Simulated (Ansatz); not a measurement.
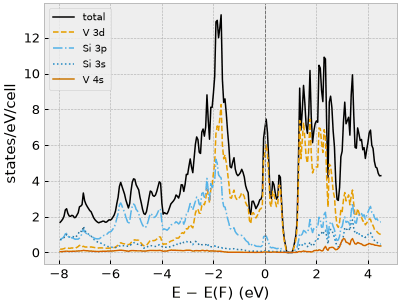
Figure. Total and projected density of states of VSi₂ in space group P6_422 (No. 181; V on 3c, Si on 6i), DFT-PBEsol in the program Ansatz with PAW potentials

Which orbitals carry the states next to the Fermi level?

Within 0.5 eV of the Fermi level: V 3d 82 %, Si 3p 11 %. Projections are on Löwdin-orthogonalised atomic valence shells; empty p or d shells of many metals are not among them.

Where is the tallest occupied peak in this window, and what makes it?

Near -1.7 eV, about 13 states/eV per cell; the largest projected share is V 3d.

The first step of the workflow began from a Materials Project structure, measured or hypothetical; the Crystallography Open Database files this formula in space group No. 181, but the cells were not matched. Its standing as an ambient phase is unchecked. The PBEsol relaxation kept the symmetry of its start; its stability against distortions is not shown here. The workflow began spin-polarised and lost its moments.

Potentials: the later of the program's two PAW sets.
